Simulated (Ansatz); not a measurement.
**A convergence test on BaTiO3 (P4mm): k mesh of the hybrid**

How far can the k mesh of the hybrid be lowered for the gap of BaTiO3 (P4mm)?

Method: DFT, HSE06, plane waves, PAW, in Ansatz 0.2.0.

The database entry behind the starting cell differs from later determinations by our own check (c/a about 0.6 % short), so it need not match the best structure at ambient conditions.

### 1. Set-up

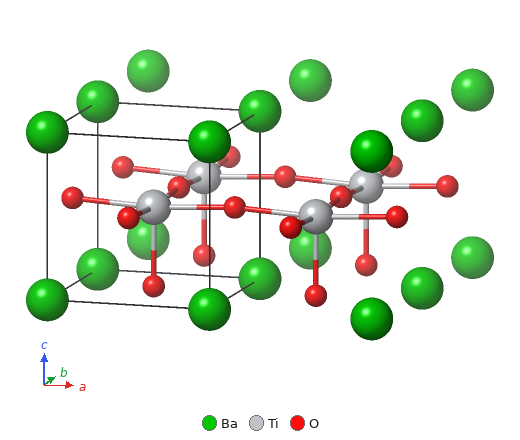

The cell as given, slightly off an axis (barium green, titanium light grey, oxygen red). 2×2×1 cells are drawn. Some periodic images of atoms are drawn too.

The cell and positions come from the Crystallography Open Database and are kept as given unless a step says otherwise. Spin-orbit coupling is left out unless a step names it. The default PAW set here is soft_2. Its files were made with PBE.

### 2. k mesh of the hybrid: 2×2×2

Contents of input.yaml:

```yaml
crystal:
  lattice:
    - [3.9998, 0.0, 0.0]
    - [0.0, 3.9998, 0.0]
    - [0.0, 0.0, 4.018]
  atoms:
    - { symbol: Ba, position: [0.0, 0.0, 0.0] }
    - { symbol: Ti, position: [0.5, 0.5, 0.49] }
    - { symbol: O, position: [0.5, 0.5, 0.019] }
    - { symbol: O, position: [0.5, 0.0, 0.517] }
    - { symbol: O, position: [0.0, 0.5, 0.517] }
kpoints:
  mp_grid: { grid: [2, 2, 2] }
  band_path:
    path:
      - [0.0, 0.0, 0.0]
      - [0.0, 0.5, 0.0]
      - [0.5, 0.5, 0.0]
      - [0.0, 0.0, 0.5]
      - [0.0, 0.5, 0.5]
      - [0.5, 0.5, 0.5]
    npoints: 1
hamiltonian:
  xc: hse06
scf:
  occupations: { method: fixed }
  n_extra_bands: 5
output:
  eigenvalues: true
  write_density: true
  write_potential: true
  elf: true
  volumetric_format: npy
```

On the command line:

```bash
$ ansatz run input.yaml --threads 3 --pin off --max-ram 64512MiB --backend cuda --events-out ev --progress --plain --runs-dir out --devices 1 --max-vram 24GiB  # rebuilt from the run's record
```

Numbers of over 12 decimals in the logs are rounded to 6 here.

Log:

```text
scf.n_extra_bands = 5 over 20 filled bands (N_el = 40.0): the run solves 25 bands
exact exchange: scf.exx.singularity resolves to wigner_seitz, which cuts the screened interaction at the faces of the exchange supercell's Wigner-Seitz cell, so that each pair interacts once, at the shortest of its separations (the periodic images that this leaves out come, for a point-like exchange hole, to about 0.053 eV on a filled level). The cut falls within the interaction's reach, and what an exchange supercel [...]
GPUs: using 1 of 1 available (devices: 1).
Engine: ansatz 0.2.0, x86_64-unknown-linux-gnu
Pseudopotentials: kind: paw
Pseudopotential: Ba, paw, valence charge 10, recommended cutoff 420 eV (normal), Ba.paw.azcp
Pseudopotential: Ti, paw, valence charge 12, recommended cutoff 420 eV (normal), Ti.paw.azcp
Pseudopotential: O, paw, valence charge 6, recommended cutoff 420 eV (normal), O.paw.azcp
Functional definition: HSE06
  parameter a = 0.25
  parameter omega = 0.11/bohr
  exchange = pbe_x - a*pbe_x_sr(omega) + a*exact_x_sr(omega)
  correlation = pbe_c
davidson cushion auto → on  (no smearing: the cushion is to keep the highest requested band from converging to the state above it; pin scf.eigensolver.cushion to override)
device memory: the entry about to start is reckoned to put 1.0 GiB on a device that reports 74.2 GiB free (of which the cap on the GPU budget leaves the run 24.0 GiB)
GPU FFT provider: cuFFT
GPU libraries: cuBLAS 13.8.2, cuFFT 12.4.0, cuSOLVER 12.3.4
Crystal: 5 atoms, lattice volume = 64.282 Å³
Basis set: ecut = 420 eV, 1237 PW (Γ)
Bands: 25, of which v1, the nominal top of the filled ones, is band 20 counted from 1 (19 counted from 0)
Symmetry: 8 space group operations
Space group: P4mm (ITA 99), of the structure as read, at distance tolerance 4.0e-5 Å
k-points: 6 of 8
Non-local potential: Ba, projectors of the file, l = 0: 3, l = 1: 2, l = 2: 2, l = 3: 2
Non-local potential: Ti, projectors of the file, l = 0: 3, l = 1: 2, l = 2: 3, l = 3: 1
Non-local potential: O, projectors of the file, l = 0: 2, l = 1: 2, l = 2: 1
PAW form: soft (Blöchl's): semilocal exchange-correlation on the pseudo side does not see the compensation charge
PAW frozen core: Ba, regenerated for the run's functional, and the local potential with it (the file was generated under x = pbe(κ = 0.804, μ = 0.219515), c = pbe(β = 0.066725))
PAW frozen core: Ti, regenerated for the run's functional, and the local potential with it (the file was generated under x = pbe(κ = 0.804, μ = 0.219515), c = pbe(β = 0.066725))
PAW frozen core: O, regenerated for the run's functional, and the local potential with it (the file was generated under x = pbe(κ = 0.804, μ = 0.219515), c = pbe(β = 0.066725))
PAW one-centre angular grid: Ba, 194 points (default); XC on 64 Gauss nodes
PAW one-centre angular grid: Ti, 590 points (default); XC on 64 Gauss nodes
PAW one-centre angular grid: O, 110 points (default); XC on 96 Gauss nodes
Initial density: superposition of atomic densities (neutral atoms: chi_scale 0, normalization atom), corrected by the library's trained network
Initial wavefunctions: pseudopotential atomic-orbital guess
GPU buffer pool allocated for 19683 grid points (all kernels)
GPU transforms: local potential and band sums: pruned to the plane-wave sphere, on 27×27×27
Functional: x = pbe(κ = 0.804, μ = 0.219515), c = pbe(β = 0.066725), warm-up for x = pbe(κ = 0.804, μ = 0.219515) + 0.25 (exact − pbe) at short range (hse, ω = 0.207870 Å⁻¹), c = pbe(β = 0.066725); HSE06 as pw.x's `hse` composes it (authors' and Libxc's form: `xc: wpbeh`)
SCF iter   1: F=—  HF=-10158.960845 eV  |F-HF|=—  |Δ(HF+E_count)|=         —  Δρ=1.26e-2  dr2=1.11e-1  ethr=1.77e-3  ⟨swp⟩=7.3  Hψ=731  notcnv=0
preconditioner: auto → none  [insulator: Δε(μ)=1.820 eV  Ē_g=11.823 eV  n_scr=18 (ndim 8)  ℏωp=26.2 eV  f_vac=0.000]
[...]
SCF iter   3: F=—  HF=-10162.844502 eV  |F-HF|=—  |Δ(HF+E_count)|=   1.52e-1  Δρ=4.39e-3  dr2=1.76e-2  ethr=2.92e-6  ⟨swp⟩=7.3  Hψ=727  notcnv=0  defer=1
SCF iter   4: F=—  HF=-10162.869631 eV  |F-HF|=—  |Δ(HF+E_count)|=   2.51e-2  Δρ=2.54e-3  dr2=5.93e-3  ethr=2.92e-6  ⟨swp⟩=4.0  Hψ=555  notcnv=0
SCF iter   5: F=—  HF=-10162.868352 eV  |F-HF|=—  |Δ(HF+E_count)|=   1.28e-3  Δρ=8.41e-4  dr2=2.46e-4  ethr=2.92e-6  ⟨swp⟩=4.2  Hψ=456  notcnv=0
SCF iter   6: F=—  HF=-10162.868761 eV  |F-HF|=—  |Δ(HF+E_count)|=   4.08e-4  Δρ=7.16e-4  dr2=2.46e-4  ethr=5.30e-7  ⟨swp⟩=4.0  Hψ=436  notcnv=0
SCF iter   7: F=-10162.868697 eV  HF=-10162.868698 eV  |F-HF|=6.39e-7  |Δ(HF+E_count)|=   6.27e-5  Δρ=6.92e-5  dr2=3.46e-6  ethr=5.30e-7  ⟨swp⟩=3.5  Hψ=385  notcnv=0
SCF 2 stopped early in 7 iterations: F = -10162.868697 eV  dr2 = 3.46e-6
hybrid outer 1: dexx = +3.078e-2 eV, tail = 1.00e-4 eV
GPU FFT provider: cuFFT
GPU libraries: cuBLAS 13.8.2, cuFFT 12.4.0, cuSOLVER 12.3.4
GPU buffer pool allocated for 19683 grid points (all kernels)
GPU transforms: local potential and band sums: pruned to the plane-wave sphere, on 27×27×27
Exchange kernel: α = 0.2500, screened, ω = 0.2079 Å⁻¹, Wigner–Seitz truncation, v(0) = 779.5028 eV·Å³, q-mesh 2×2×2, nearest image of the exchange supercell L = 8.00 Å, pair-density grid 20×20×20, without the augmentation charges, whose exchange is taken in its separable form by FFT convolution over the k-point mesh (sized by the pseudopotential files, 27×27×27 at the most), smooth part of the exact exchange by density-matrix convolution in up to 566.0 MiB of GPU memory as planned if the GPU has room (build and FFT work areas not counted)
Frozen-core exchange: fock
SCF iter   1: F=—  HF=-10162.867815 eV  |F-HF|=—  |Δ(HF+E_count)|=         —  Δρ=1.25e-4  dr2=6.76e-6  ethr=1.25e-6  ⟨swp⟩=3.0  Hψ=356  notcnv=0
preconditioner: auto → none  [insulator: Δε(μ)=2.988 eV  Ē_g=13.721 eV  n_scr=18 (ndim 8)  ℏωp=26.2 eV  f_vac=0.000]
SCF iter   2: F=—  HF=-10162.867815 eV  |F-HF|=—  |Δ(HF+E_count)|=   2.31e-7  Δρ=4.21e-5  dr2=9.68e-7  ethr=1.30e-8  ⟨swp⟩=4.7  Hψ=520  notcnv=0
SCF iter   3: F=—  HF=-10162.867817 eV  |F-HF|=—  |Δ(HF+E_count)|=   2.32e-6  Δρ=2.11e-5  dr2=2.44e-7  ethr=1.46e-9  ⟨swp⟩=4.3  Hψ=461  notcnv=0
iter 4 solved again at ethr=3.20e-11 eV; its pass at ethr=5.31e-10 eV (dr2=1.28e-8 eV) is discarded
SCF iter   4: F=-10162.867817 eV  HF=-10162.867817 eV  |F-HF|=1.24e-8  |Δ(HF+E_count)|=   7.26e-8  Δρ=5.45e-6  dr2=1.65e-8  ethr=3.20e-11  ⟨swp⟩=4.2  Hψ=766  notcnv=0
SCF 3 converged in 4 iterations: F = -10162.867817 eV  dr2 = 1.65e-8
hybrid outer 2: dexx = +2.171e-6 eV, tail = 8.37e-8 eV, Δε = 4.93e-3 eV (about 1.55e-4 eV left of the loop's levels)
device memory: the entry about to start is reckoned to put 0.4 GiB on a device that reports 73.8 GiB free (of which the cap on the GPU budget leaves the run 24.0 GiB)
NSCF: frozen V_eff on 6 k-points
hybrid SCF converged: 2 outer / 11 inner (+5 warm-up), last move |dexx| = 2.17e-6 eV, tail = 8.37e-8 eV
Stability not checked: this state was not tested for a lower state beside it, because the functional holds exact exchange (a hybrid, or Hartree-Fock), whose exchange loop this test does not read (fock_operator; see scf.lower_state_search)
Free energy (F): -10162.867817 eV
Frozen-core exchange: fock
Harris-Foulkes:  -10162.867817 eV  (|F-HF|=1.24e-8)
Internal energy: -10162.867817 eV  (E = F + TS)
E sigma→0 (E₀):  -10162.867817 eV
Fermi energy:    9.370801 eV
--- Per-component energies (eV) ---
  E_band       = -224.698231
  E_kinetic    = 972.672669
  E_local      = -2088.171733  (includes V_loc(G=0)·N_el)
  E_nonlocal   = 196.066850
  E_hartree    = 812.476275
  E_xc         = -395.264494
  E_vxc        = -436.301573  (∫ρ·V_xc dr)
  E_exx        = -117.059267  (= α·E_x^exact, valence–valence)
  E_paw        = -6726.817431  (= ΣΔE_a)
  E_vpaw       = -259.806011  (= ΣTr[D̂ρ^β])
  E_aug_tail   = 0.007397  (compensation charges beyond the density's cutoff)
  E_ewald      = -2816.377938
  E_core_change = -0.400145  (= ΣΔE_core)
  E_smearing   = -0.000000  (= −TS)
  E_closure    = -0.000000  (closes the sum)
  Σ components = -10162.867817   (vs F -10162.867817, Δ=0.00e0)
--- Band table (eV; the first three rows and the last of 6) ---
  k-point 0: bands = [... 16 lower, 8.1076, 9.0489, 9.0800, 9.0800, 12.3577, 12.5660, 12.5660, 14.5583, ... 1 higher]
  k-point 1: bands = [... 16 lower, 7.2895, 7.3598, 8.6018, 8.6018, 12.4945, 14.2777, 14.2777, 14.5597, ... 1 higher]
  k-point 2: bands = [... 16 lower, 7.4119, 7.5395, 8.3338, 8.4351, 12.6849, 14.2276, 14.2439, 14.6319, ... 1 higher]
  k-point 5: bands = [... 16 lower, 6.8176, 9.2820, 9.2820, 9.3708, 14.9853, 14.9853, 15.0124, 17.5177, ... 1 higher]
```

Run time: 9.3 s. Hardware: 1 × NVIDIA H100 80GB HBM3 (shared by 3 runs) with 3 threads of AMD EPYC 7R13 (Zen 3), shared host; peak memory 1.1 GiB; 13 s of CPU time.

The column dr2 measures how far the density is from self-consistency, as an energy; F and HF (Harris–Foulkes) agree once it is small.

This step gave:

* gap: 2.987 eV
* valence top at: A
* conduction bottom at: Γ
* least direct gap: 3.278 eV
* exact-exchange fraction: 0.25

The gap is indirect, with the least direct gap 0.29 eV higher.

### 3. k mesh of the hybrid: 4×4×4

input.yaml, as its differences from that of step 2:

```diff
@@ -12,3 +12,3 @@
 kpoints:
-  mp_grid: { grid: [2, 2, 2] }
+  mp_grid: { grid: [4, 4, 4] }
   band_path:
@@ -29,5 +29 @@
   eigenvalues: true
-  write_density: true
-  write_potential: true
-  elf: true
-  volumetric_format: npy
```

Log:

```text
[...]
GPUs: using 1 of 1 available (devices: 1).
[...]
GPU FFT provider: cuFFT
GPU libraries: cuBLAS 13.8.2, cuFFT 12.4.0, cuSOLVER 12.3.4
Crystal: 5 atoms, lattice volume = 64.282 Å³
Basis set: ecut = 420 eV, 1237 PW (Γ)
Bands: 25, of which v1, the nominal top of the filled ones, is band 20 counted from 1 (19 counted from 0)
[... 1 set-up line as in the run before ...]
[...]
k-points: 18 of 64 (time reversal used)
[...]
Fermi energy:    9.283855 eV
[...]
--- Band table (eV; the first three rows and the last of 18) ---
  k-point 0: bands = [... 16 lower, 8.0410, 9.0129, 9.0517, 9.0517, 12.5211, 12.7213, 12.7213, 14.6772, ... 1 higher]
  k-point 1: bands = [... 16 lower, 7.6439, 7.9575, 8.7933, 8.7933, 12.5928, 13.6294, 13.6294, 14.6776, ... 1 higher]
  k-point 2: bands = [... 16 lower, 7.2505, 7.2980, 8.5696, 8.5696, 12.6677, 14.4557, 14.4557, 14.6797, ... 1 higher]
  k-point 17: bands = [... 16 lower, 6.7956, 9.1953, 9.1953, 9.2839, 15.1797, 15.1797, 15.1995, 17.5071, ... 1 higher]
[key lines of the parts left out:]
Free energy (F): -10163.451616 eV
```

Run time: 17 s. Hardware: 1 × NVIDIA H100 80GB HBM3 (shared by 3 runs) with 3 threads; peak memory 1.2 GiB; 18 s of CPU time.

This step gave:

```yaml
gap: 3.237 eV
valence_top_at: A
conduction_bottom_at: Γ
least_direct_gap: 3.469 eV
```

The gap is 3.237 eV, +0.250 eV from the run before at this level.

### 4. The series

Differences are against the last row; a negative gap means that bands overlap, and a run with a band path holds that path's time. Times are wall times on 1 × NVIDIA H100 80GB HBM3 (shared by 3 runs) with 3 threads of AMD EPYC 7R13 (Zen 3), shared host, good to a factor of about two.

```csv
k mesh of the hybrid,gap (eV),direct gap (eV),gap error (eV),energy error (meV/atom),irreducible k,time
2×2×2,2.987,3.278,−0.250,+116.8,6,9.3 s
4×4×4,3.237,3.469,+0.000,+0.0,18,17 s
```

### 5. Outcome

```
2×2×2 : 2.987 eV
4×4×4 : 3.237 eV
```

What this shows: The gap holds to 0.02 eV from 4×4×4 on, the last run itself, so the series does not show convergence. At 2×2×2 the gap is off by −0.250 eV and the energy by +117 meV/atom. The gap is read over the mesh and added points near the edges, so meshes differ mainly through the density and, for a hybrid, the exchange operator.

[Paths, hosts, dates, memory and timing lines, banners, echoed tables and standing remarks are left out of the program output.]

[Logs are printed without paths, hosts, clocks, repeated set-up lines and the standing remarks that a program may print on its own settings, such as how far it seeks lower states.]

[Runs of the session that timed out or met a known fault of the program may be left out.]

[Cells called generated may have been cut or substituted from an entry of the Crystallography Open Database or the Materials Project.]

[Hosts, paths, dates, database ids (printed as entryN), source tags and the programs' standing remarks are cut or masked in the printed files.]
